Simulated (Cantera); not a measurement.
Feed: 1 mol PbO, 0.97 mol H₂, at 0.210 bar.

Equilibrium computed with Cantera from the NASA thermochemical tables; the gas is ideal and each condensed phase is pure. Candidate condensed phases: H₂O, Pb, PbO, PbO₂, Pb₃O₄; 12 gas species. Each liquid is taken as pure. Mutual solubility and eutectic melting of coexisting phases are not modelled. Gases not in the tables: (PbO)n polymers. Kinetics and transport are ignored.

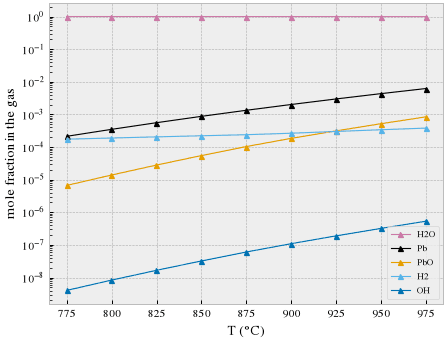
Figure: Equilibrium gas composition (values under 1e-9 drawn at 1e-9)

Task: Read off the mole fractions at 875 °C.

Result: H₂O about 1.00, Pb about 0.0013, H₂ about 0.00024, PbO about 0.00010, OH about 6.0e-8.
